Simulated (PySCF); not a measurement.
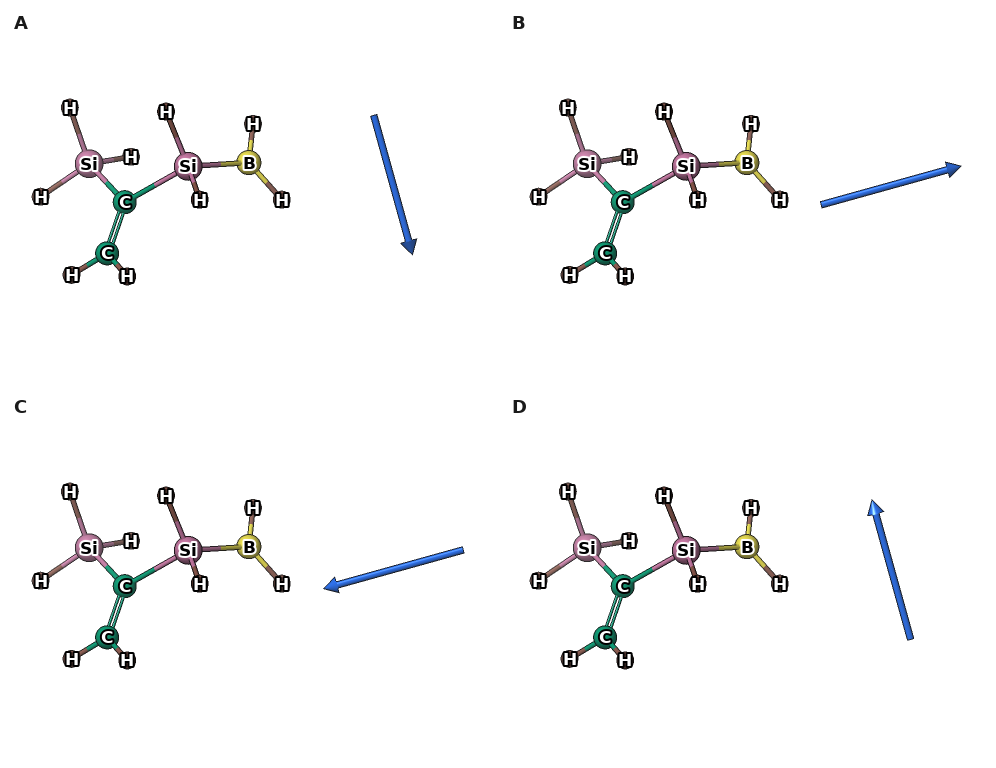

The same molecule four times, each with an arrow. The computed structure is the end point of a GFN2-xTB optimisation. No frequency run is at hand to confirm it as a minimum. Level of theory: PBE0/pcSseg-1, gas phase (PySCF 2.14.0).

**Which arrow points along the dipole moment, from the negative to the positive end?**

A. The dipole moment is 0.61 D.

The geometry is semi-empirical. Around B, Si such bond lengths and angles can be off by a tenth of an ångström or more and by several degrees, and values that hang on the shape move with them.
